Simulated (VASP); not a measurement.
Band structure of BaSi$_{2}$ (space group P-3m1). These are PBEsol GGA with spin-orbit coupling, VASP's PBE PAW potentials (set 64) (plane waves; VASP) values and carry that method's errors.

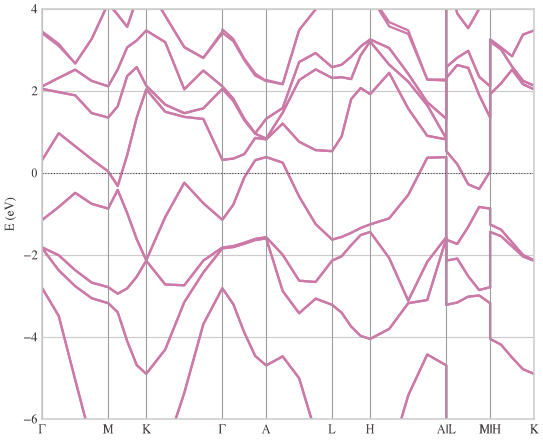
Fig. 1. Bands along high-symmetry lines, zero at the valence-band maximum or, without a gap, the Fermi level

Problem. Read the plot: is there a gap, and where are the band edges?

Solution. It has no gap at this level: it comes out as a metal or semimetal.

The structure comes from a computed database's BaSi2 entry (P-3m1); how it stands against other phases isn't given here. It was relaxed first.
